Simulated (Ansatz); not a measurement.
# TaSi2(001) (P6_222 bulk, slab 7 Å thick): what a tunnelling microscope would see, part 2 of 2

The task: relax TaSi2(001) (P6_222 bulk, slab 7 Å thick) and compute the vacuum tail of its states by energy, as an STM tip samples it.

Ansatz 0.2.0; DFT PBEsol, scalar-relativistic, plane waves, PAW. Earlier steps stand in the parts before.

### 3 Densities by energy window

The COD entry's cell or inner coordinates are ideal or old and differ from later refinements, so a difference from it is no clean test against experiment.

The windows are in eV from the zero of bias; a denser mesh resolves them.

File input.yaml:

```yaml
crystal:
  lattice:
    - [4.77999938, 0.0, 0.0]
    - [-2.38999969, 4.13960089, 0.0]
    - [0.0, 0.0, 24.5639999405]
  atoms:
    - { symbol: Ta, position: [0.5, 0.5, 0.3663898397] }
    - { symbol: Si, position: [0.16665, 0.83335, 0.3663898397] }
    - { symbol: Si, position: [0.83335, 0.16665, 0.3663898397] }
    - { symbol: Ta, position: [0.0, 0.5, 0.4554632799] }
    - { symbol: Si, position: [0.6667, 0.83335, 0.4554632799] }
    - { symbol: Si, position: [0.3333, 0.16665, 0.4554632799] }
    - { symbol: Ta, position: [0.5, 0.0, 0.5440712346] }
    - { symbol: Si, position: [0.8412332029, 0.685296637, 0.5446958282] }
    - { symbol: Si, position: [0.1587667971, 0.314703363, 0.5446958282] }
    - { symbol: Ta, position: [0.5, 0.5, 0.6300489006] }
    - { symbol: Si, position: [0.1711645599, 0.8256962851, 0.6368310145] }
    - { symbol: Si, position: [0.8288354401, 0.1743037149, 0.6368310145] }
basis:
  ecutwfc: 420.0
  fft_grid_basis: typed
kpoints:
  mp_grid: { grid: [15, 15, 1] }
hamiltonian:
  xc: pbesol
scf:
  occupations: { method: gaussian, width: 0.1 }
output:
  forces: true
  eigenvalues: true
  band_densities:
    - { e_range: [-2.0, -1.0] }
    - { e_range: [-1.0, -0.5] }
    - { e_range: [-0.5, -0.25] }
    - { e_range: [-0.25, 0.0] }
    - { e_range: [0.0, 0.25] }
    - { e_range: [0.25, 0.5] }
    - { e_range: [0.5, 1.0] }
    - { e_range: [1.0, 1.5] }
  band_residual_tolerance: 1.0e-05
  write_potential: true
  elf: true
  write_density: true
  volumetric_format: npy
efield:
  axis: 3
  dipole_correction: true
  ramp_width: 0.04
checkpoint:
  read: start.run
  write: ck
  compress: false
  write_wavefunctions: false
  write_every: 100000
```

On the command line:

```
ansatz run input.yaml --threads 1 --pin off --max-ram 2211MiB --backend cpu --events-out ev --progress --plain --runs-dir out
```

Log:

```text
Warning: RAYON_NUM_THREADS=1 ignored (pool sized by the plan → 1); use --threads N
Engine: ansatz 0.2.0, x86_64-unknown-linux-gnu
Pseudopotentials: kind: paw
Pseudopotential: Ta, paw, valence charge 13, recommended cutoff 420 eV (normal), Ta.paw.azcp
Pseudopotential: Si, paw, valence charge 4, recommended cutoff 420 eV (normal), Si.paw.azcp
Functional definition: PBEsol
  exchange = pbesol_x
  correlation = pbesol_c
Crystal: 12 atoms, lattice volume = 486.055 Å³
Basis set: ecut = 420 eV, 9377 PW (Γ), exchange–correlation on 64×64×360 points (8 copies of the dense FFT grid, shifted against one another)
Bands: 54, of which v1, the nominal top of the filled ones, is band 42 counted from 1 (41 counted from 0)
Symmetry: 2 space group operations
Space group: P2 (ITA 3), of the structure as read, at distance tolerance 7.9e-5 Å
k-points: 113 of 225
Non-local potential: Ta, projectors of the file, l = 0: 3, l = 1: 2, l = 2: 2, l = 3: 1
Non-local potential: Si, projectors of the file, l = 0: 2, l = 1: 2, l = 2: 2
PAW form: soft (Blöchl's): semilocal exchange-correlation on the pseudo side does not see the compensation charge
PAW frozen core: Ta, regenerated for the run's functional, and the local potential with it (the file was generated under x = pbe(κ = 0.804, μ = 0.2195149727645171), c = pbe(β = 0.06672455060314922))
PAW frozen core: Si, regenerated for the run's functional, and the local potential with it (the file was generated under x = pbe(κ = 0.804, μ = 0.2195149727645171), c = pbe(β = 0.06672455060314922))
PAW one-centre angular grid: Ta, 590 points (default); XC on 64 Gauss nodes
PAW one-centre angular grid: Si, 110 points (default); XC on 64 Gauss nodes
Initial density: read from a saved state, or passed on in memory by an earlier SCF of this step, an earlier step, the calling program or the single point that the run made first
Stability of the state it starts from, as read at its close in the unpolarized treatment: not read negative (Ritz values of 1 − χ₀K, real part plus size of imaginary part, from 1.2 to 1.6, by its mixing steps under the symmetry group of the SCF that read it)
Initial wavefunctions: pseudopotential atomic-orbital guess
Functional: x = pbesol(κ = 0.804, μ = 0.12345679012345678), c = pbesol(β = 0.046)
iter 1 solved again at ethr=3.32e-6 eV; its pass at ethr=3.10e-3 eV (dr2=2.79e-3 eV) is discarded
SCF iter   1: F=—  HF=-44198.376212 eV  |F-HF|=—  |Δ(HF+E_count)|=         —  Δρ=4.46e-4  dr2=3.12e-3  ethr=3.32e-6  p=-0.017 e·Å  D=-6.23e-3 V/Å  ΔV_dip=0.15 eV  dr2_dipole=3.30e-4  V_vac-E_F(+/−)=4.27/4.12 eV  ⟨swp⟩=3.3  Hψ=51575  notcnv=0
efield: sawtooth ramp at fractional position 0.9800 (handed on by an earlier solve), width 0.0400; the density the first Hamiltonian is built on has a dipole p = -0.017 e·Å; the dipole correction subtracts the counter field D = -6.23e-3 V/Å, which shifts the + side's vacuum level by +0.15 eV against the − side's; the planar-averaged density in the ramp window peaks in size at 1.3e-6 e/Å³
preconditioner: auto → LDOS  [metal: Δε(μ)=0.005 eV  Ē_g=6.363 eV  σ=0.100 eV  W_gap=0.03  n_scr=80 (ndim 8)  ℏωp=12.1 eV  f_vac=0.555  D(μ)=9.05/eV (n_scr^D=68)  β→1.0]
SCF iter   2: F=—  HF=-44198.375908 eV  |F-HF|=—  |Δ(HF+E_count)|=   3.04e-4  Δρ=1.79e-4  dr2=2.10e-4  ethr=3.32e-6  p=-0.017 e·Å  D=-6.27e-3 V/Å  ΔV_dip=0.15 eV  dr2_dipole=2.01e-6  V_vac-E_F(+/−)=4.27/4.12 eV  ⟨swp⟩=2.7  Hψ=9146  notcnv=0
SCF iter   3: F=—  HF=-44198.375891 eV  |F-HF|=—  |Δ(HF+E_count)|=   1.75e-5  Δρ=6.11e-5  dr2=4.89e-5  ethr=2.50e-7  p=-0.017 e·Å  D=-6.26e-3 V/Å  ΔV_dip=0.15 eV  dr2_dipole=1.57e-6  V_vac-E_F(+/−)=4.27/4.12 eV  ⟨swp⟩=3.1  Hψ=12989  notcnv=0
SCF iter   4: F=—  HF=-44198.375975 eV  |F-HF|=—  |Δ(HF+E_count)|=   8.40e-5  Δρ=1.97e-5  dr2=4.91e-6  ethr=5.82e-8  p=-0.017 e·Å  D=-6.24e-3 V/Å  ΔV_dip=0.15 eV  dr2_dipole=1.65e-7  V_vac-E_F(+/−)=4.27/4.12 eV  ⟨swp⟩=2.1  Hψ=8510  notcnv=0
SCF iter   5: F=—  HF=-44198.375975 eV  |F-HF|=—  |Δ(HF+E_count)|=   6.17e-7  Δρ=5.32e-6  dr2=2.40e-7  ethr=5.85e-9  p=-0.017 e·Å  D=-6.23e-3 V/Å  ΔV_dip=0.15 eV  dr2_dipole=4.63e-9  V_vac-E_F(+/−)=4.27/4.12 eV  ⟨swp⟩=2.3  Hψ=9299  notcnv=0
SCF iter   6: F=-44198.375975 eV  HF=-44198.375975 eV  |F-HF|=1.12e-8  |Δ(HF+E_count)|=   1.62e-7  Δρ=1.75e-6  dr2=3.84e-8  ethr=1.19e-10  p=-0.017 e·Å  D=-6.22e-3 V/Å  ΔV_dip=0.15 eV  dr2_dipole=4.79e-12  V_vac-E_F(+/−)=4.27/4.12 eV  ⟨swp⟩=31.7  Hψ=68082  notcnv=0
SCF 1 converged in 6 iterations: F = -44198.375975 eV  dr2 = 3.84e-8
WARN: The output density's exchange-correlation potential varies sharply where the density is thin. Do not read a vacuum level from v_tot or v_xc, or from such a field of the output density. On a cell that repeats whose density bears no net charge and no dipole along the vacuum's axis use v_es (v_loc + v_h of the components); under efield.dipole_correction with no amplitude use v_es + v_field, which holds any external_charges[].barrier, or the levels of the report's work_function block, which leave it out; under a non-zero efield.amplitude the vacuum is tilted and has no level; on a cell that repeats and bears such a dipole with no correction it is tilted too, and efield.dipole_correction with no amplitude gives each side of its ramp a level where efield: is served; in a cell that repeats whose density bears a net charge (total_charge, or a fill off its count) it is curved and has none; of a slab under crystal.periodic whose density bears no net charge use v_es, which has a level on each side, short of where the two are joined; of another it falls or rises all the way out and has none; of a slab beside external_charges read slab_vacuum_level instead, which it has where they leave it neutral. The grid or the basis barely resolves most such structure, and the values can differ between equally converged runs; as a rule a tighter scf.convergence.dr2_threshold does not remove it. Where the density itself ripples (under the LDA too) a higher basis.ecutwfc lessens it. The files hold the spikes' plane waves up to the density's cutoff. Files: v_tot_of_output_density and the like, and their columns of v_z.tsv (output.write_potential); v_xc_of_output_density and the like, and their columns of v_comp_z.tsv (output.write_potential_components). Measured: with its Gaussian average of σ = 0.25 Å subtracted twice, the exchange-correlation potential is over 0.1 eV at 8 of the grid points where the equally averaged density (valence and model cores) is under 1e-3 e/Å³, and 0.155 eV at the most among them, at an averaged density of 9.2e-9 e/Å³. The input density's (outcome.potential() and, of a run that writes arrays, v_tot and v_xc) is over 0.1 eV, so measured, at 14 points of its own thin density, 0.114 eV at the most. See output.write_potential in the manual, Limitations
SCF converged after 6 iterations
the last check of whether an eigenvalue changes by more than its tolerance under the output density was not made (no_room)
Free energy (F): -44198.375975 eV
Harris-Foulkes:  -44198.375975 eV  (|F-HF|=1.12e-8)
Internal energy: -44198.330796 eV  (E = F + TS)
E sigma→0 (E₀):  -44198.353386 eV
Entropy (-TS):   -0.045180 eV (-3.765 meV/atom)
Fermi energy:    2.710727 eV
Dipole field:    D = -0.006222 V/Å  (p = -0.016713 e·Å, saw-weighted, corrected)
Work function:   Φ+ = 4.2709 eV   Φ− = 4.1181 eV
Levels:          The Fermi level and band energies are counted from a zero that moves with the ramp; work functions are not
--- Per-component energies (eV) ---
  E_band       = -1362.999024
  E_kinetic    = 1798.509260
  E_local      = -58952.364744  (includes V_loc(G=0)·N_el)
  E_nonlocal   = 272.044489
  E_hartree    = 28598.643879
  E_xc         = -1311.195399
  E_vxc        = -1197.434510  (∫ρ·V_xc dr)
  E_paw        = -37080.961065  (= ΣΔE_a)
  E_vpaw       = -481.048936  (= ΣTr[D̂ρ^β])
  E_aug_tail   = 0.000625  (compensation charges beyond the density's cutoff)
  E_efield     = 0.000052  (sawtooth field / dipole correction)
  E_vefield    = -0.003764  (∫n·V_field dr)
  E_ewald      = 22475.885037
  E_core_change = 1.107071  (= ΣΔE_core)
  E_smearing   = -0.045180  (= −TS)
  E_closure    = 0.000000  (closes the sum)
  Σ components = -44198.375975   (vs F -44198.375975, Δ=0.00e0)
--- Forces (eV/Å), atoms counted from 1 ---
  atom   1  Ta     0.00000000     0.00000000     1.05626775
  atom   2  Si     0.07122787     0.04518557    -0.50575616
  atom   3  Si    -0.07122787    -0.04518557    -0.50575616
  atom   4  Ta     0.00000000     0.00000000     0.68768398
  atom   5  Si     0.59092066    -0.15568748    -0.35564056
  atom   6  Si    -0.59092066     0.15568748    -0.35564056
  atom   7  Ta     0.00000000     0.00000000    -0.01930370
  atom   8  Si    -0.02495206    -0.01862699     0.02566176
  atom   9  Si     0.02495206     0.01862699     0.02566176
  atom  10  Ta     0.00000000     0.00000000    -0.00194067
  atom  11  Si    -0.04514173    -0.01523437    -0.02562680
  atom  12  Si     0.04514173     0.01523437    -0.02562680
  max |Σ_I F_I| component: 1.62e-5 eV/Å
--- Band table (eV; the first three rows and the last of 113) ---
  k-point 0: bands = ["-65.1558", "-64.9340", "-64.8005", "-64.7371", "-31.8818", "-31.6777", "-31.6236", "-31.6211", "-31.4815", "-31.4638", "-31.4425", "-31.4059", "-31.3440", "-31.3273", "-31.3005", "-31.2903", "-9.9759", "-8.7074", "-7.1496", "-5.6748", "-3.2257", "-3.1952", "-2.8782", "-2.6176", "-2.4017", "-2.2395", "-1.8455", "-1.6861", "-1.5278", "-1.1406", "-1.0803", "-0.5550", "-0.2346", "0.4263", "0.5584", "0.6600", "0.8122", "0.8927", "1.1080", "1.7508", "2.7857", "2.9230", "3.0986", "3.3515", "3.4088", "3.4940", "3.5313", "4.0493", "5.9150", "6.1380", "6.3543", "6.5081", "6.6479", "6.7148"]
  k-point 1: bands = ["-65.1558", "-64.9340", "-64.8004", "-64.7371", "-31.8817", "-31.6782", "-31.6237", "-31.6213", "-31.4880", "-31.4583", "-31.4426", "-31.4064", "-31.3440", "-31.3252", "-31.3007", "-31.2911", "-9.9333", "-8.6676", "-7.1133", "-5.6432", "-3.8369", "-3.1022", "-2.8681", "-2.7801", "-2.2773", "-2.2252", "-1.9435", "-1.6785", "-1.2151", "-1.0058", "-0.9059", "-0.5075", "-0.1676", "0.3668", "0.5586", "0.6408", "0.7987", "0.9180", "1.0723", "1.8132", "2.7038", "2.8820", "3.0466", "3.1816", "3.2423", "3.4441", "3.5647", "4.0441", "6.0077", "6.1627", "6.2185", "6.3611", "6.4131", "6.6984"]
  k-point 2: bands = ["-65.1558", "-64.9339", "-64.8004", "-64.7372", "-31.8817", "-31.6795", "-31.6243", "-31.6218", "-31.4990", "-31.4523", "-31.4409", "-31.4072", "-31.3441", "-31.3197", "-31.3012", "-31.2934", "-9.8067", "-8.5495", "-7.0062", "-5.5532", "-4.4832", "-3.5347", "-3.2538", "-2.9033", "-2.4425", "-1.9824", "-1.7437", "-1.4845", "-0.9457", "-0.6766", "-0.4756", "-0.4137", "-0.0515", "0.3186", "0.5319", "0.6209", "0.8086", "0.9258", "1.0409", "1.9222", "2.5364", "2.7313", "2.8255", "2.9418", "2.9977", "3.3151", "3.6262", "3.9569", "5.8623", "5.8994", "5.9948", "6.3107", "6.3743", "6.6435"]
  k-point 112: bands = ["-65.1557", "-64.9339", "-64.8000", "-64.7376", "-31.8860", "-31.6778", "-31.6371", "-31.6239", "-31.4947", "-31.4663", "-31.4557", "-31.4101", "-31.3280", "-31.3118", "-31.3076", "-31.2905", "-8.3000", "-7.3687", "-6.9981", "-6.1122", "-5.6076", "-5.0660", "-4.3001", "-4.0311", "-2.4732", "-2.1450", "-1.8333", "-1.6389", "-1.0635", "-0.7652", "-0.2976", "0.0400", "0.3136", "0.6498", "0.8036", "0.8710", "1.1247", "1.3014", "1.6861", "2.0257", "2.2245", "2.5410", "2.7817", "3.1132", "3.6845", "4.0327", "4.4768", "4.4998", "4.8694", "5.4488", "5.5699", "5.7992", "6.0269", "6.2362"]
--- Band densities, each state counted as filled ---
  window                                       electrons  max residual (eV)  cut levels
  e_range: [-2, -1]                             7.617778             3.4e-9           0
  e_range: [-1, -0.5]                           2.604444             3.5e-9           0
  e_range: [-0.5, -0.25]                        1.582222             3.5e-9           0
  e_range: [-0.25, 0]                           2.133333             5.1e-9           0
  e_range: [0, 0.25]                            2.488889             4.5e-6           0
  e_range: [0.25, 0.5]                          1.733333             3.5e-6           0
  e_range: [0.5, 1]                             2.933333             3.5e-6           0
  e_range: [1, 1.5]                             3.191111             3.5e-6           0
```

It took 4 min on 1 thread of Intel Xeon 6975P-C (Granite Rapids), shared host; peak memory 2 GiB.

From the log: work function 4.27 eV (top face), 4.12 eV (bottom face); dipole along +c -0.017 e·Å per cell.

band_densities.tsv:

```
# window	n_electrons	max_residual_ev	n_cut_levels
# fermi_ev = 2.710727
# range_zeros_ev = 2.710727
# range_zeros_ev: from where a range's energies are measured, in spin up and in spin down where the run solves two channels
e_range_-2_-1	7.617778	3.358e-9	0
e_range_-1_-0.5	2.604444	3.523e-9	0
e_range_-0.5_-0.25	1.582222	3.532e-9	0
e_range_-0.25_0	2.133333	5.144e-9	0
e_range_0_0.25	2.488889	4.548e-6	0
e_range_0.25_0.5	1.733333	3.508e-6	0
e_range_0.5_1	2.933333	3.520e-6	0
e_range_1_1.5	3.191111	3.533e-6	0
```

### 4 Tersoff–Hamann images

The STM signal is simulated in the Tersoff–Hamann approximation, with heights counted from the topmost nucleus.

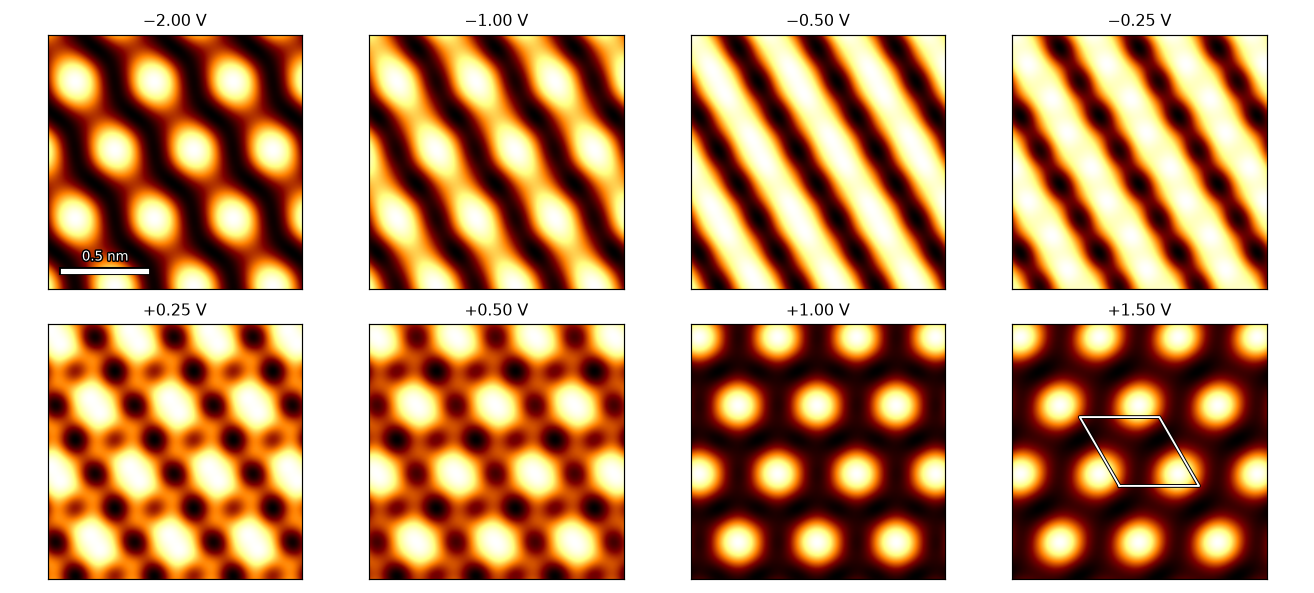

Constant-height images of TaSi2(001) (P6_222 bulk, slab 7 Å thick) at 8 sample biases, each on its own colour scale; the last shows the surface cell.

How do the images change with bias?

```tsv
bias	height (Å)	bright/dark	brightest over
−2.00 V	3.0	2.9	Ta atoms about 2.3 Å below slab's top atoms
−1.00 V	3.0	3.6	Ta atoms about 2.3 Å below slab's top atoms
−0.50 V	3.0	3.8	hollow sites
−0.25 V	3.0	3.1	hollow sites
+0.25 V	3.0	2.4	top Ta atoms
+0.50 V	3.0	2.7	top Ta atoms
+1.00 V	3.0	3.4	top Ta atoms
+1.50 V	3.0	5.3	top Ta atoms
```

The slab has states at the Fermi level, though not all of them need reach the top face. Its work function (top face) is 4.27 eV.

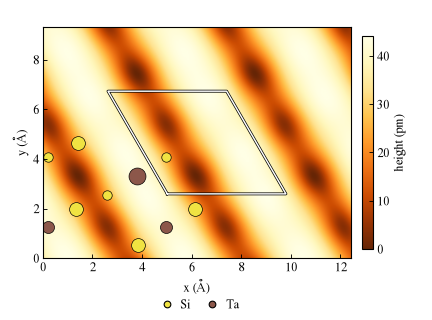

Constant-current image at a set point of 2.6 × 10⁻⁵ e/Å³, bias −0.25 V (filled states); exposed atoms are drawn over one corner and one cell is outlined.

The brightest spots lie over hollow sites. The corrugation is 44 pm at a mean tip height of 3.5 Å.

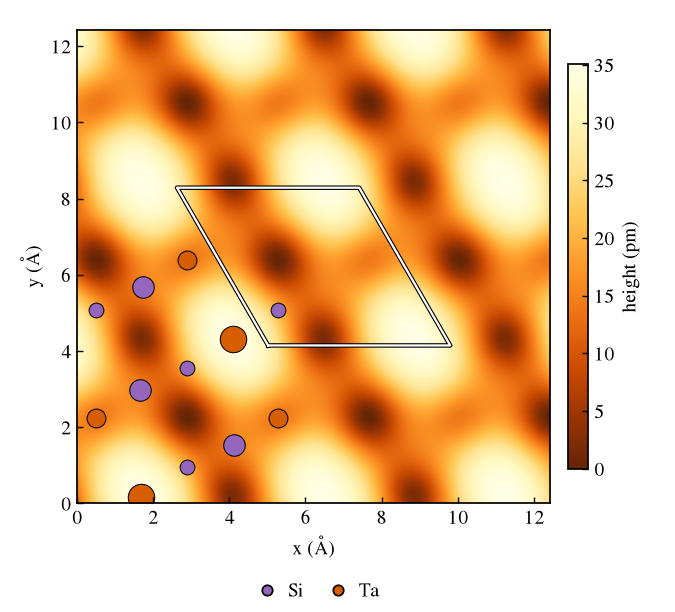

Constant-current image at a set point of 3.6 × 10⁻⁵ e/Å³, bias +0.25 V (empty states); exposed atoms are drawn over one corner and one cell is outlined.

The brightest spots lie over the top Ta atoms; the darkest points are over hollow sites. The corrugation is 35 pm at a mean tip height of 3.5 Å.

### 5 More from the same densities

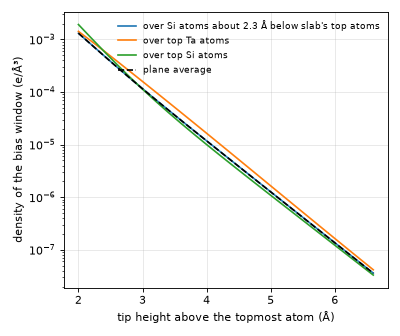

Approach curves over TaSi2(001) (P6_222 bulk, slab 7 Å thick) at a sample bias of +0.25 V.

How fast does the current decay, and what apparent barrier height does that imply?

Near 4 Å the plane average falls as exp(−2.25 z/Å), a factor of 9.4 per ångström, which gives an apparent barrier of 4.8 eV (0.952 eV Å² times the slope squared). The vacuum level lies 4.27 eV above zero bias.

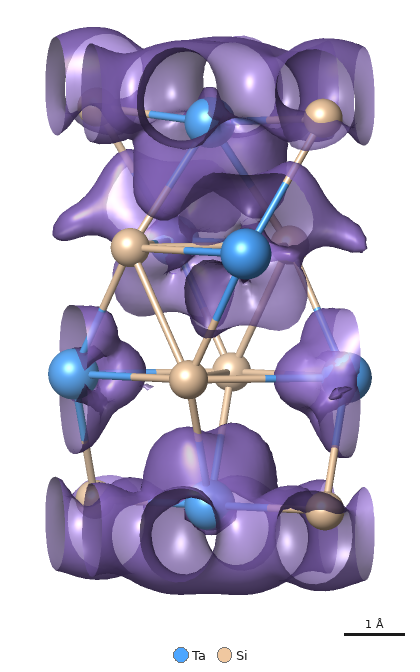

Density of all states between +0.25 and +0.50 eV from the Fermi level in TaSi2(001) (P6_222 bulk, slab 7 Å thick): purple isosurface at 9.0 × 10⁻³ e/Å³, seen from the side.

The density is that of the smooth PAW orbitals, smoothed near the nuclei.

How is this energy window spread over the atomic planes?

The window holds 1.7 states per cell. Shares by plane, top to bottom: TaSi2 35 %, TaSi2 16 %, TaSi2 13 %, TaSi2 36 %. The states spread through the slab.

### 6 Results

What follows sums up all 2 parts.

| quantity | value |
| --- | --- |
| work function, top face | 4.27 eV |
| gap of the slab on its mesh | none (metal) |
| corrugation at −0.25 V, tip 3.5 Å up | 44 pm |
| corrugation at +0.25 V, tip 3.5 Å up | 35 pm |

In words: At −0.25 V the brightest spots lie over hollow sites. At +0.25 V the brightest spots lie over the top Ta atoms; the darkest points are over hollow sites. A real tip's own states and forces would change the contrast.
